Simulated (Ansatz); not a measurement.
**[SiH3]+ (SMILES [SiH3+]) at CCSD/3-21G**

What is the vertical ionisation energy of [SiH3]+ at CCSD/3-21G? 

Program for the calculation: Ansatz 0.2.0.

2 further runs of the same task are left out: 2 that didn't finish.

### 1 The structure to begin with

[SiH3]+: 4 atoms, total charge +1, spin state singlet. SMILES: `[SiH3+]`. Geometry: relaxed at PBE0-D4/def2-TZVP.

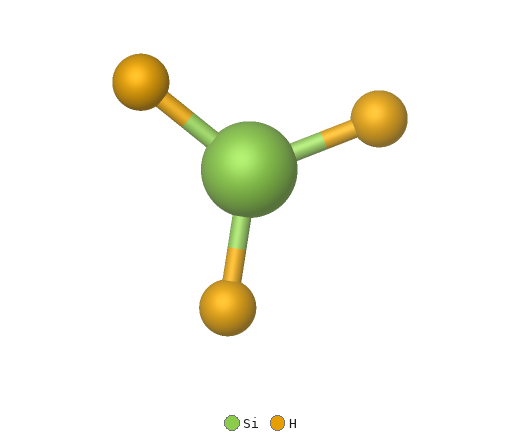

Viewed from a chosen angle; silicon green, hydrogen amber.

### 2 The energy at CCSD/3-21G

File job.yaml:

```yaml
crystal:
  periodic: [false, false, false]
  atoms:
    - {symbol: Si, position_ang: [-0.000000, -0.000000, 0.000000]}
    - {symbol: H, position_ang: [0.686900, 0.675400, 1.113000]}
    - {symbol: H, position_ang: [-0.118400, -1.467200, -0.009900]}
    - {symbol: H, position_ang: [-0.568500, 0.791700, -1.103100]}
basis:
  gaussian:
    orbitals: 3-21G.json
total_charge: 1
magnetization:
  spin_polarized: false
correlation:
  method: ccsd
  frozen_orbitals: {H: 0, Si: 5}
accuracy: high
scf:
  omitted_lower_state_checks: [cluster_reference, increment]
```

The basis set 3-21G is read from a file made from the Basis Set Exchange's data (not shown).

Run with:

```
$ ansatz run job.yaml --threads 1 --pin off --max-ram 2610MiB --events-out events.jsonl --progress --plain --runs-dir runs
```

What it wrote, cut to the lines that bear on the results:

```text
Warning: RAYON_NUM_THREADS=1 ignored (pool sized by the plan → 1); use --threads N
Functional definition: HF
  name "HF"
[...]
377 factors; integrals over basis functions are off by at most 3.3e-9 eV
[...]
mean field -7858.60124744 eV, -288.7982690923 hartree, gradient 1.1e-8 eV, S^2 0.000000; 0 other end points of the search recorded, 0 dependent functions left out
5 core orbitals not correlated: weight in the atoms' cores, before any rotation towards them, 1.000 or more for the frozen orbitals, at most 0.000 for the correlated occupied ones
reference -7858.60124744 eV, -288.7982690923 hartree; 3, 3 occupied and 11, 11 virtual orbitals, 377 factors
second order -1.31582279 eV of doubles, -0.00000000 eV of singles
cycle   1  -1.65732122 eV  change   -3.4e-1 eV  update   4.6e-2
[...]
cycle  16  -1.82411846 eV  change  -2.4e-10 eV  update  3.1e-10
Total energy: -7860.42536590 eV, -288.8653042093 hartree
Checks for a lower state left out: cluster_reference, increment
```

Wall time 0.16 s (1 thread of Arm Neoverse V1, shared host).

### 3 Doublet [SiH3]2+ at the same level

job.yaml: that of step 2 with these lines changed.

```diff
@@ -10,5 +10,6 @@
     orbitals: 3-21G.json
-total_charge: 1
+total_charge: 2
 magnetization:
-  spin_polarized: false
+  spin_polarized: true
+  initial_magnetization: 1
 correlation:
```

The basis set 3-21G is read from a file made from the Basis Set Exchange's data (not shown).

Run with:

```
$ ansatz run job.yaml --threads 1 --pin off --max-ram 2610MiB --events-out events.jsonl --progress --plain --runs-dir runs
```

What it wrote, cut to the lines that bear on the results:

```text
Warning: RAYON_NUM_THREADS=1 ignored (pool sized by the plan → 1); use --threads N
Functional definition: HF
  name "HF"
[...]
377 factors; integrals over basis functions are off by at most 3.3e-9 eV
[...]
mean field -7838.42250276 eV, -288.0567139029 hartree, gradient 7.4e-8 eV, S^2 0.809612; 8 other end points of the search recorded, 0 dependent functions left out
5 core orbitals not correlated: weight in the atoms' cores, before any rotation towards them, 1.000 or more for the frozen orbitals, at most 0.000 for the correlated occupied ones
reference -7838.42250276 eV, -288.0567139029 hartree; 3, 2 occupied and 11, 12 virtual orbitals, 377 factors
second order -0.99509335 eV of doubles, -0.00000000 eV of singles
cycle   1  -1.29098068 eV  change   -3.0e-1 eV  update   5.3e-2
[...]
cycle  24  -1.53012530 eV  change  -2.2e-10 eV  update  2.6e-10
Total energy: -7839.95262806 eV, -288.1129449704 hartree
Checks for a lower state left out: cluster_reference, increment
```

Wall time 0.4 s (1 thread of Arm Neoverse V1, shared host).

### 4 Results

Level: CCSD/3-21G, 5 core orbitals frozen.

| quantity | value |
| --- | --- |
| singlet [SiH3]+: total energy | -288.86530 Eh |
| singlet [SiH3]+: correlation energy (5 core orbitals frozen) | -67.0 mEh |
| singlet [SiH3]+: T1 diagnostic | 0.006 |
| doublet [SiH3]2+: total energy | -288.11294 Eh |
| doublet [SiH3]2+: correlation energy (5 core orbitals frozen) | -56.2 mEh |
| doublet [SiH3]2+: ⟨S²⟩ of the reference determinant | 0.810 |
| doublet [SiH3]2+: T1 diagnostic | 0.022 |
| vertical ionisation energy (to the doublet dication) | 20.473 eV |

**Reading.** The vertical ionisation energy comes to 20.47 eV (1975 kJ/mol).
